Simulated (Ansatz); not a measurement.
**SiH2ClO (SMILES O[SiH]Cl): levels of theory compared**

Aim: a comparison of 3 runs (UHF/STO-3G, UHF/6-31G**, UCCSD/6-31G*) of SiH2ClO. 

Program for the calculation: Ansatz 0.2.0.

## 1. Starting point

SiH2ClO: 5 atoms, total charge 0, spin state doublet. SMILES: `O[SiH]Cl`. The shape is that of a PBE0-D4/def2-TZVP optimisation. This is one conformer, not always the lowest.

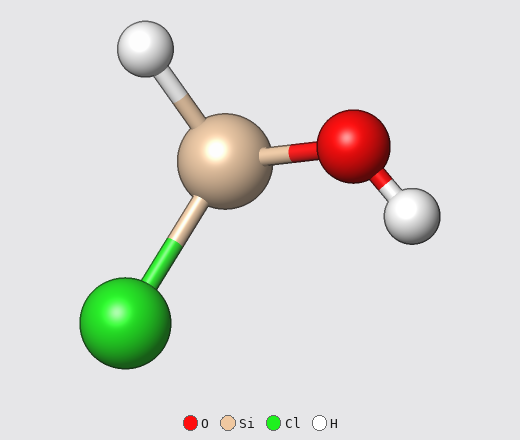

The structure, seen from a chosen angle (oxygen red, silicon light orange, chlorine green, hydrogen white).

## 2. Energy and forces at UHF/STO-3G (run 1)

Contents of run.yaml:

```yaml
crystal:
  periodic: [false, false, false]
  atoms:
    - {symbol: O, position_ang: [-0.806100, -0.432000, -0.746500]}
    - {symbol: Si, position_ang: [-0.092300, 0.479800, 0.414000]}
    - {symbol: Cl, position_ang: [1.606600, -0.440800, 1.143600]}
    - {symbol: H, position_ang: [-1.024100, -1.343200, -0.540000]}
    - {symbol: H, position_ang: [0.316000, 1.736300, -0.271100]}
basis:
  gaussian:
    orbitals: STO-3G
magnetization:
  spin_polarized: true
  initial_magnetization: 1
hamiltonian:
  xc: hf
accuracy: high
output: {forces: true, orbitals: {seedname: orbitals}}
```

Launch:

```
$ ansatz run run.yaml --threads 1 --pin off --max-ram 2610MiB --events-out events.jsonl --progress --plain --runs-dir runs
```

What it wrote:

```text
Warning: RAYON_NUM_THREADS=1 ignored (pool sized by the plan → 1); use --threads N
Functional definition: HF
  name "HF"
  exchange = exact_x
  correlation = 0
460 factors; integrals over basis functions are off by at most 2.3e-8 eV
mean field evaluation 1: about -22181.0025 eV, gradient 1.4e1 eV
mean field evaluation 2: about -22181.0647 eV, gradient 1.4e1 eV
mean field evaluation 4: about -22182.8758 eV, gradient 1.3e0 eV
mean field evaluation 8: about -22182.9143 eV, gradient 2.1e-4 eV
mean field -22182.91278159 eV, -815.2070086051 hartree, gradient 2.0e-8 eV, S^2 0.753429; 0 other end points of the search recorded, 0 dependent functions left out
the calculation of the forces begins
reference -22182.91278159 eV, -815.2070086051 hartree; 21, 20 occupied and 4, 5 virtual orbitals, 460 factors
Total energy: -22182.91278159 eV, -815.2070086051 hartree
Atom 0 at    -0.806100    -0.432000    -0.746500 Å, force     0.125943     1.129315    -1.438863 eV/Å
Atom 1 at    -0.092300     0.479800     0.414000 Å, force    -0.622832     1.905287    -0.105842 eV/Å
Atom 2 at     1.606600    -0.440800     1.143600 Å, force     0.901044    -0.491619     0.181855 eV/Å
Atom 3 at    -1.024100    -1.343200    -0.540000 Å, force    -0.132360    -1.220104     0.797509 eV/Å
Atom 4 at     0.316000     1.736300    -0.271100 Å, force    -0.271795    -1.322879     0.565340 eV/Å
Dipole moment:    -0.579410     0.105828     0.046347 e Å
```

It took 0.42 s on 1 thread of Intel Xeon Platinum 8559C (Emerald Rapids), shared host.

## 3. Energy and forces at UHF/6-31G(d,p) (spherical functions) (run 2)

Contents of input.yaml:

```yaml
crystal:
  periodic: [false, false, false]
  atoms:
    - {symbol: O, position_ang: [-0.806100, -0.432000, -0.746500]}
    - {symbol: Si, position_ang: [-0.092300, 0.479800, 0.414000]}
    - {symbol: Cl, position_ang: [1.606600, -0.440800, 1.143600]}
    - {symbol: H, position_ang: [-1.024100, -1.343200, -0.540000]}
    - {symbol: H, position_ang: [0.316000, 1.736300, -0.271100]}
basis:
  gaussian: {orbitals: 6-31Gss-spherical.json}
hamiltonian: {xc: hf}
magnetization: {spin_polarized: true, initial_magnetization: 1}
output: {forces: true, orbitals: {seedname: orbitals}}
accuracy: high
```

The basis set 6-31G** is read from a file made from the Basis Set Exchange's data (not shown).

Launch:

```
$ ansatz run input.yaml --threads 1 --pin off --max-ram 2610MiB --events-out events.jsonl --progress --plain --runs-dir runs
```

What it wrote (excerpt; [...] marks lines left out):

```text
Warning: RAYON_NUM_THREADS=1 ignored (pool sized by the plan → 1); use --threads N
[... 2 set-up lines as earlier in the session ...]
[...]
1237 factors; integrals over basis functions are off by at most 3.3e-9 eV
[...]
mean field -22435.16062838 eV, -824.4769459949 hartree, gradient 3.4e-8 eV, S^2 0.753721; 0 other end points of the search recorded, 0 dependent functions left out
[...]
reference -22435.16062838 eV, -824.4769459949 hartree; 21, 20 occupied and 39, 40 virtual orbitals, 1237 factors
Total energy: -22435.16062838 eV, -824.4769459949 hartree
Atom 0 at    -0.806100    -0.432000    -0.746500 Å, force    -0.140277    -0.969245     0.402384 eV/Å
Atom 1 at    -0.092300     0.479800     0.414000 Å, force    -0.078078     0.445389    -0.478897 eV/Å
Atom 2 at     1.606600    -0.440800     1.143600 Å, force     0.154743    -0.107216     0.073401 eV/Å
Atom 3 at    -1.024100    -1.343200    -0.540000 Å, force     0.154711     0.879353    -0.262489 eV/Å
Atom 4 at     0.316000     1.736300    -0.271100 Å, force    -0.091100    -0.248282     0.265601 eV/Å
Dipole moment:    -0.364854    -0.068005     0.077648 e Å
```

Run time: 2.2 s. Hardware: 1 thread of Intel Xeon Platinum 8559C (Emerald Rapids), shared host.

## 4. Energy and forces at UCCSD/6-31G(d) (spherical functions) (run 3)

Contents of job.yaml:

```yaml
crystal:
  periodic: [false, false, false]
  atoms:
    - {symbol: O, position_ang: [-0.806100, -0.432000, -0.746500]}
    - {symbol: Si, position_ang: [-0.092300, 0.479800, 0.414000]}
    - {symbol: Cl, position_ang: [1.606600, -0.440800, 1.143600]}
    - {symbol: H, position_ang: [-1.024100, -1.343200, -0.540000]}
    - {symbol: H, position_ang: [0.316000, 1.736300, -0.271100]}
basis:
  gaussian:
    orbitals: 6-31Gs-spherical.json
magnetization:
  spin_polarized: true
  initial_magnetization: 1
correlation:
  method: ccsd
  frozen_orbitals: {Cl: 5, H: 0, O: 1, Si: 5}
accuracy: high
scf:
  omitted_lower_state_checks: [cluster_reference, increment]
output: {forces: true, orbitals: {seedname: orbitals}}
```

The basis set 6-31G* is read from a file made from the Basis Set Exchange's data (not shown).

Launch:

```
$ ansatz run job.yaml --threads 1 --pin off --max-ram 2610MiB --events-out events.jsonl --progress --plain --runs-dir runs
```

What it wrote:

```text
Warning: RAYON_NUM_THREADS=1 ignored (pool sized by the plan → 1); use --threads N
[... 12 lines left out ...]
11 core orbitals not correlated: weight in the atoms' cores, before any rotation towards them, 1.000 or more for the frozen orbitals, at most 0.000 for the correlated occupied ones
[... 25 lines left out ...]
Total energy: -22445.71521907 eV, -824.8648200487 hartree
[... 5 lines left out ...]
Dipole moment:    -0.316265    -0.099512     0.034836 e Å
Checks for a lower state left out: cluster_reference, increment
```

Run time: 11 s. Hardware: 1 thread of Intel Xeon Platinum 8559C (Emerald Rapids), shared host; peak memory 0.3 GiB.

## 5. Overview of the runs

```tsv
run	level	frozen core orbitals	energy (Eh)	dipole moment (D)	HOMO energy (eV)	LUMO energy (eV)	wall time
1	UHF/STO-3G	–	-815.207009	2.84	-6.99	4.77	0.42 s
2	UHF/6-31G** (spherical functions)	–	-824.476946	1.82	-9.42	1.20	2.2 s
3	UCCSD/6-31G* (spherical functions)	11	-824.864820	1.60	-9.43	1.20	11 s
```

## 6. Outcome

```
                                                         quantity          value
                                              run 3: total energy  -824.86482 Eh
                        run 3: dipole moment (correlated density)         1.60 D
run 3: HOMO energy (Hartree–Fock orbitals) (highest over α and β)       -9.43 eV
 run 3: LUMO energy (Hartree–Fock orbitals) (lowest over α and β)        1.20 eV
              run 3: correlation energy (11 core orbitals frozen)     -397.0 mEh
                         run 3: ⟨S²⟩ of the reference determinant          0.754
                                             run 3: T1 diagnostic          0.014
                                  run 3: largest force on an atom     0.683 eV/Å
```

In words: The dipole moment (its size) runs from 1.60 D (UCCSD/6-31G*) to 2.84 D (UHF/STO-3G). The two ends differ in method and basis. In run 1 the basis is minimal, so the values are rough. All runs together took 14 s, the longest 11 s.
